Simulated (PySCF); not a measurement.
CCl3GaO, SMILES `[C-]#[O+].Cl[Ga](Cl)Cl`.

Method: BHandHLYP/def2-SVP; geometry: GFN2-xTB; program: PySCF. The pair's geometry is semi-empirical, so its contact may be too short or too long. GFN2-xTB bond lengths at metals and heavier atoms can be off by up to 0.1 Å and shapes distorted, which carries into these values. Without diffuse functions Rydberg states are missing, so the states' numbers hold for this basis only.

Geometry (Å), atoms numbered from 1:

```
C1      -1.4459   -0.0006    1.3450
O2      -2.5644   -0.0007    1.3451
Cl3      2.2208    0.0009    0.6874
Ga4      0.3123    0.0002   -0.1165
Cl5     -0.5377    1.8038   -0.7914
Cl6     -0.5356   -1.8045   -0.7912
```

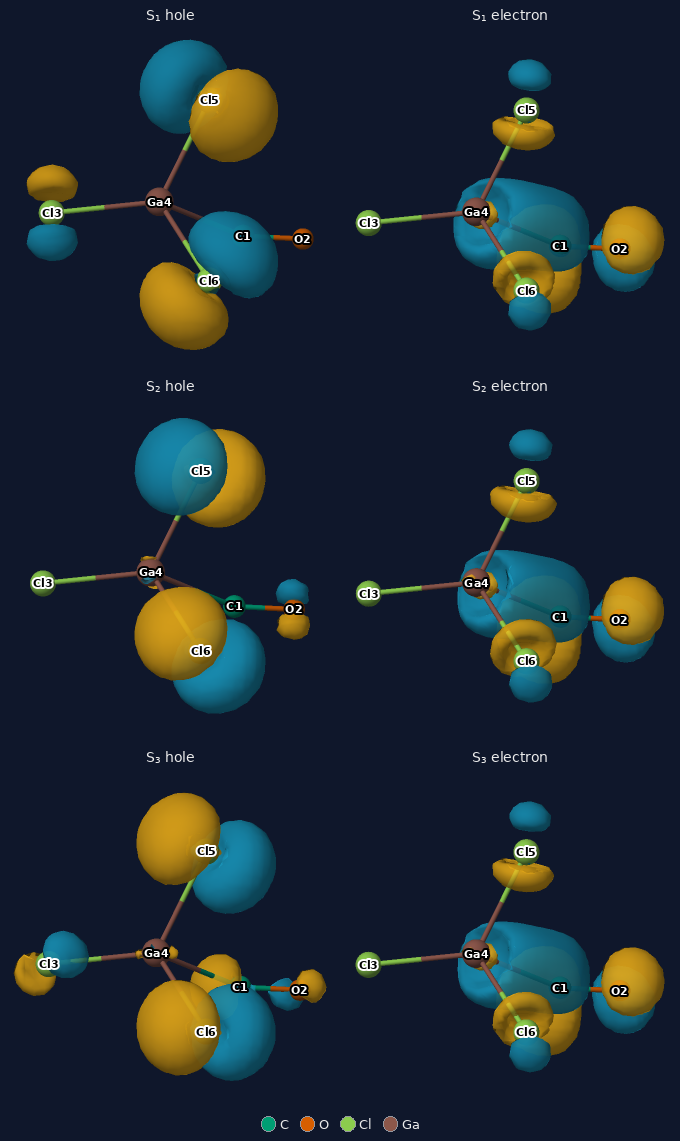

Leading natural transition orbitals (TDA singlet states).

### Describe these excited states.

By state:
- S₁: 6.56 eV (189 nm), f = 0.004, charge transfer, whose energy this functional puts too low; the leading pair carries 98 %; hole on Cl5 and Cl6 (44 % each) and Cl3 (7 %), electron on C1 (45 %), O2 (21 %) and Ga4 (17 %); their centroids lie 1.9 Å apart.
- S₂: 6.77 eV (183 nm), f = 0.007; the leading pair carries 98 %; hole on Cl5 and Cl6 (44 % each) and Ga4 (6 %), electron on C1 (44 %), O2 (21 %) and Ga4 (16 %); their centroids lie 1.7 Å apart; S₃ lies within 0.1 eV of it.
- S₃: 6.80 eV (182 nm), f = 0.071; the leading pair carries 96 %; hole on Cl5 and Cl6 (39 % each), C1 (7 %) and Cl3 (6 %), electron on C1 (46 %), O2 (22 %) and Ga4 (16 %); their centroids lie 1.7 Å apart; S₂ lies within 0.1 eV of it.

Cost of the run: 3.9 min on 1 thread of Intel(R) Xeon(R) Processor @ 2.50GHz (Skylake/Cascade Lake) (shared host), peak memory 0.62 GiB.
